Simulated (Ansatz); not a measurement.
# Frozen-phonon scan for ZnAu (CsCl type)

Starting cell, ZnAu (CsCl type):

```xyz
2
Lattice="3.0959 0.0000 0.0000 0.0000 3.0959 0.0000 0.0000 0.0000 3.0959" Properties=species:S:1:pos:R:3 pbc="T T T"
Zn     1.5479     1.5479     1.5479
Au     0.0000     0.0000     0.0000
```

The atoms are displaced by Q × the pattern below (from a DFPT mode at Γ, largest move 1; Q in Å), at fixed cell. It is one choice among 3 degenerate patterns.

| atom | x | y | z |
|---|---|---|---|
| Zn1 | 0.000 | 0.000 | -1.000 |
| Au2 | 0.000 | 0.000 | 0.332 |

Calculation: LDA (plane waves to 420 eV, PAW, scalar-relativistic; Ansatz, a program for electronic structure). k mesh 15×15×15 (Γ-centred), Fermi-Dirac smearing 0.05 eV. E stands for the smeared free energy. With partly filled bands, energies and forces of such displacements shift with the k mesh and the smearing. Spin-orbit coupling is left out, though Au is heavy. ZnAu was relaxed with its symmetry unable to fall. The zero of ΔE is the undisplaced structure.

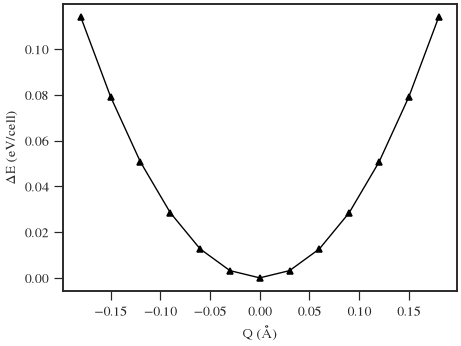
Figure. ΔE (eV/cell) against Q (Å); one marker a computed point.

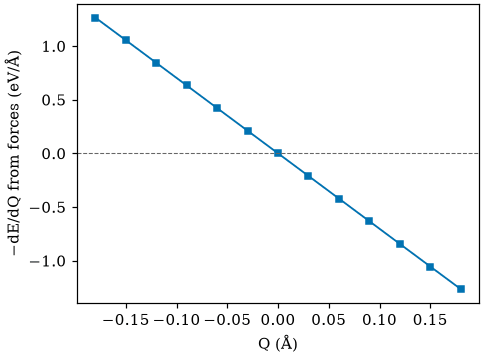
Fig. 1. −dE/dQ from forces (eV/Å) against Q (Å); one marker a computed point.

The energy at Q = 0.180 Å is 114 meV/cell. Space group of the distorted cell: P4mm (No. 99), lowered from Pm-3m. Symmetry of the curve: even: the same for both signs. Harmonic wavenumber from the curvature (finite differences): 148 cm⁻¹. Wavenumber by perturbation theory (DFPT, on another k mesh): 148 cm⁻¹.

E″ = 7.02 eV/Å², M = Σ mᵢ|uᵢ|² = 87.1 u, ν̃ = 521.5·√(|E″|/M).

(A displaced cell: forces are minus the slopes of the energy, force constants its curvatures, and phonons follow from these.)
